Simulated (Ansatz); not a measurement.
C$_{2}$H$_{11}$BSi$_{2}$: several calculations on one system

**1. Relaxation**

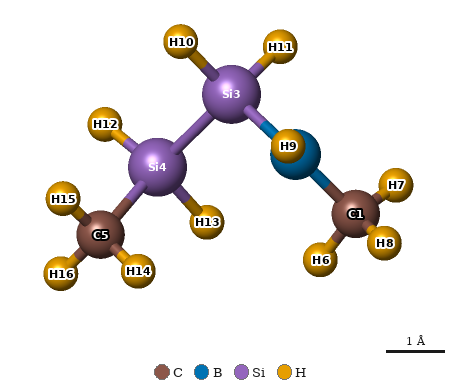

This is the input geometry for a relaxation of C2H11BSi2. Style: ball-and-stick. Shown at a tilt.

The run prepares an end point of a later path (torsion) calculation, from a guessed geometry.

The calculation used Ansatz, RKS PBE0-D4/def2-SVP.

The input:
```yaml
crystal:
  periodic: [false, false, false]
  atoms:
    - { symbol: C, position_ang: [-0.3995, -2.3722, -0.4542] }
    - { symbol: B, position_ang: [0.694, -1.5912, 0.3439] }
    - { symbol: Si, position_ang: [1.439, 0.0554, -0.3533] }
    - { symbol: Si, position_ang: [-0.0683, 1.5876, -0.5816] }
    - { symbol: C, position_ang: [-1.0031, 1.8109, 1.0412] }
    - { symbol: H, position_ang: [-1.3196, -1.6339, -0.5803] }
    - { symbol: H, position_ang: [-0.042, -2.6098, -1.4652] }
    - { symbol: H, position_ang: [-0.7233, -3.2229, 0.0744] }
    - { symbol: H, position_ang: [1.0766, -2.0099, 1.4176] }
    - { symbol: H, position_ang: [2.4822, 0.5526, 0.6314] }
    - { symbol: H, position_ang: [2.089, -0.2035, -1.6227] }
    - { symbol: H, position_ang: [0.4622, 2.8586, -1.0044] }
    - { symbol: H, position_ang: [-1.1623, 1.1292, -1.5905] }
    - { symbol: H, position_ang: [-1.4742, 0.8672, 1.4047] }
    - { symbol: H, position_ang: [-0.2729, 2.1495, 1.8194] }
    - { symbol: H, position_ang: [-1.8007, 2.61, 0.9639] }
basis:
  gaussian: { orbitals: def2-SVP }
hamiltonian:
  xc: pbe0
  dispersion: d4
relax:
  f_tol: 0.015
  max_steps: 40
```

Launched with:
```bash
ansatz run input.yaml --threads 2 --pin off --max-ram 3072MiB --backend cpu --events-out ev --progress --plain --runs-dir out
```

### Where does the relaxation end?

The energy falls by 0.660 eV in 18 geometry steps. The largest force component goes from 3.3 to 0.01 eV/Å. The atom that moves furthest after the best rigid fit is H9 (0.87 Å). Largest moves by element: H 0.87 Å, C 0.34 Å, B 0.24 Å, Si 0.15 Å. Near-neighbour distances that change, for instance: Si3–Si4 2.161 → 2.360 Å, C1–H6 1.186 → 1.110 Å, B2–Si3 1.937 → 2.009 Å, Si4–H12 1.441 → 1.499 Å. Bond angles that change, for instance: B2–Si3–Si4 111.9° → 104.4°, B2–Si3–H10 108.0° → 114.1°, B2–C1–H7 110.5° → 116.5°. Groups turn about C1–B2 by about 45°, B2–Si3 by about 30°. The run took 86 s on 2 threads of Arm Neoverse V2 (shared host), peak memory 0.33 GiB.

Step by step:

```json
{"step": "0", "E − E(0), eV": "0.0000", "largest force component, eV/Å": "3.2711"}
{"step": "1", "E − E(0), eV": "-0.5628", "largest force component, eV/Å": "0.8754"}
{"step": "2", "E − E(0), eV": "-0.6143", "largest force component, eV/Å": "0.1963"}
{"step": "3", "E − E(0), eV": "-0.6209", "largest force component, eV/Å": "0.1312"}
{"step": "4", "E − E(0), eV": "-0.6307", "largest force component, eV/Å": "0.2123"}
{"step": "5", "E − E(0), eV": "-0.6474", "largest force component, eV/Å": "0.2923"}
{"step": "6", "E − E(0), eV": "-0.6515", "largest force component, eV/Å": "0.2050"}
{"step": "7", "E − E(0), eV": "-0.6551", "largest force component, eV/Å": "0.1106"}
{"step": "8", "E − E(0), eV": "-0.6573", "largest force component, eV/Å": "0.0545"}
{"step": "9", "E − E(0), eV": "-0.6583", "largest force component, eV/Å": "0.0896"}
{"step": "10", "E − E(0), eV": "-0.6587", "largest force component, eV/Å": "0.0967"}
{"step": "11", "E − E(0), eV": "-0.6592", "largest force component, eV/Å": "0.0651"}
{"step": "12", "E − E(0), eV": "-0.6595", "largest force component, eV/Å": "0.0229"}
{"step": "13", "E − E(0), eV": "-0.6596", "largest force component, eV/Å": "0.0186"}
{"step": "14", "E − E(0), eV": "-0.6598", "largest force component, eV/Å": "0.0190"}
{"step": "15", "E − E(0), eV": "-0.6599", "largest force component, eV/Å": "0.0222"}
{"step": "16", "E − E(0), eV": "-0.6600", "largest force component, eV/Å": "0.0192"}
{"step": "17", "E − E(0), eV": "-0.6601", "largest force component, eV/Å": "0.0155"}
{"step": "18", "E − E(0), eV": "-0.6601", "largest force component, eV/Å": "0.0102"}
```

Final geometry:

```xyz
16

C    -0.2524   -2.6425   -0.5888
B     0.4564   -1.6044    0.3339
Si    1.4699   -0.0079   -0.3446
Si   -0.1606    1.6894   -0.5235
C    -0.9283    2.0634    1.1585
H    -1.3348   -2.4052   -0.5285
H     0.0330   -2.6321   -1.6500
H    -0.1726   -3.6678   -0.1894
H     0.2775   -1.6916    1.5322
H     2.5252    0.4936    0.5959
H     2.0874   -0.2015   -1.6979
H     0.4573    2.9284   -1.0970
H    -1.2219    1.2335   -1.4801
H    -1.4211    1.1704    1.5730
H    -0.1576    2.3885    1.8741
H    -1.6802    2.8634    1.0765
```

The end point in the same view:

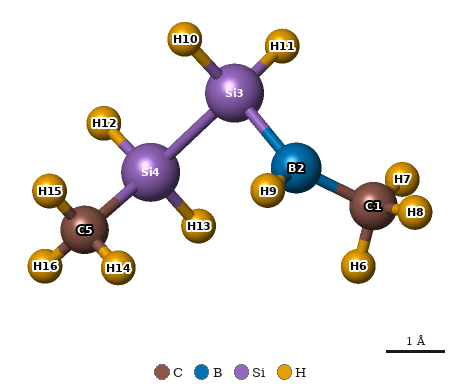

**2. Relaxation**

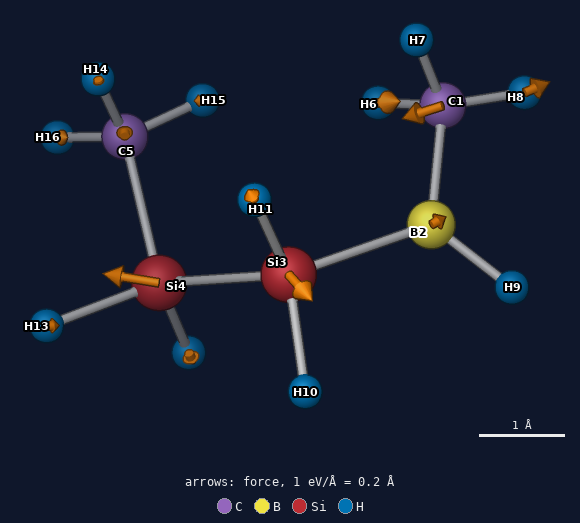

Starting geometry of C₂H₁₁BSi₂ with the computed forces as orange arrows. Style: ball-and-stick. Shown from a free direction.

The run prepares an end point of a later path (torsion) calculation, from a guessed geometry.

Theory: RKS PBE0-D4/def2-SVP in Ansatz 0.2.0.

The input:
```yaml
crystal:
  periodic: [false, false, false]
  atoms:
    - { symbol: C, position_ang: [-0.3995, -2.3722, -0.4542] }
    - { symbol: B, position_ang: [0.694, -1.5912, 0.3439] }
    - { symbol: Si, position_ang: [1.439, 0.0554, -0.3533] }
    - { symbol: Si, position_ang: [-0.0683, 1.5876, -0.5816] }
    - { symbol: C, position_ang: [-1.28579, 1.08961, -1.93324] }
    - { symbol: H, position_ang: [-1.3196, -1.6339, -0.5803] }
    - { symbol: H, position_ang: [-0.042, -2.6098, -1.4652] }
    - { symbol: H, position_ang: [-0.7233, -3.2229, 0.0744] }
    - { symbol: H, position_ang: [1.0766, -2.0099, 1.4176] }
    - { symbol: H, position_ang: [2.4822, 0.5526, 0.6314] }
    - { symbol: H, position_ang: [2.089, -0.2035, -1.6227] }
    - { symbol: H, position_ang: [-0.79246, 1.86813, 0.63187] }
    - { symbol: H, position_ang: [0.5704, 2.90506, -1.11189] }
    - { symbol: H, position_ang: [-0.79078, 0.896, -2.91411] }
    - { symbol: H, position_ang: [-1.79204, 0.14348, -1.61389] }
    - { symbol: H, position_ang: [-2.09557, 1.86626, -2.08081] }
basis:
  gaussian: { orbitals: def2-SVP }
hamiltonian:
  xc: pbe0
  dispersion: d4
relax:
  f_tol: 0.015
  max_steps: 40
```

Command:
```bash
ansatz run input.yaml --threads 2 --pin off --max-ram 3072MiB --backend cpu --events-out ev --progress --plain --runs-dir out
```

What follows when this structure is relaxed?

Answer. It isn't relaxed: the largest force vector, on Si4, is 3.49 eV/Å. The final displacements have little in common with the starting forces (cosine between the two patterns 0.12). The atom that moves furthest after the best rigid fit is H6 (1.25 Å). By element the largest moves are H 1.25 Å, B 0.31 Å, Si 0.19 Å, C 0.15 Å. Among the contacts that change: Si3–Si4 2.161 → 2.361 Å, C1–H6 1.186 → 1.102 Å, B2–Si3 1.937 → 2.007 Å, C1–H8 1.053 → 1.111 Å. Bond angles that change, for instance: B2–Si3–Si4 111.9° → 103.7°, B2–C1–H8 111.3° → 103.5°, B2–Si3–H10 108.0° → 115.5°. Groups turn about C1–B2 by about 75°, B2–Si3 by about 30°. After 28 accepted moves (34 points after the start) the energy has fallen by 67.5 kJ/mol. Largest force component: 2.6 eV/Å at the start, 0.0064 eV/Å at the end. The line search rejected the trial steps at points 12, 14, 20, 21, 24, 25 of the run. The forces were under the threshold at step 22, but the run went on from there. The run took 2.5 min on 2 threads of Arm Neoverse V2, with other jobs on the host, peak memory 0.33 GiB.

**3. Path**

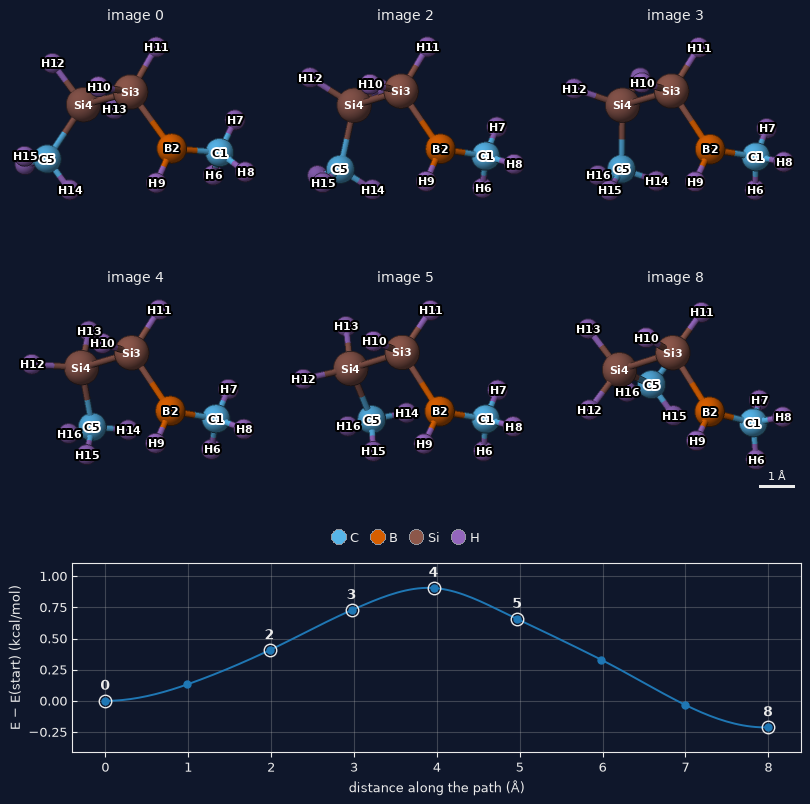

NEB run on C₂H₁₁BSi₂. Images are numbered from 0 (start) to 8 (end). A ball-and-stick model, seen at a tilt.

Method: RKS PBE0-D4/def2-SVP in Ansatz 0.2.0. Run with 7 movable images; climbing image; force threshold 0.03 eV/Å; iteration limit 34; starting path through a guess of the saddle point.

**Describe the mechanism and the energy profile.**

The motion is a rotation about the Si3–Si4 bond by about 125°, with a turn of about 30° about C1–B2. No bond forms or breaks between the ends. Bond angles that change up to the highest image, for instance: B2–C1–H6 105.6° → 108.9°, B2–C1–H8 111.8° → 108.5°. Forward barrier 0.91 kcal/mol, backward barrier 1.12 kcal/mol, with image 4 at the top; the reaction energy is −0.21 kcal/mol. The band converged in 18 iterations. The largest component of the band force went from 14 to 0.021 eV/Å. The climbing image converged on the top of the path. Its vibrational analysis gives 2 imaginary modes over 30i cm⁻¹, so it isn't confirmed as a transition state.

Cost: 8.7 min on 2 threads of Arm Neoverse V2, on a shared host, peak memory 0.34 GiB.
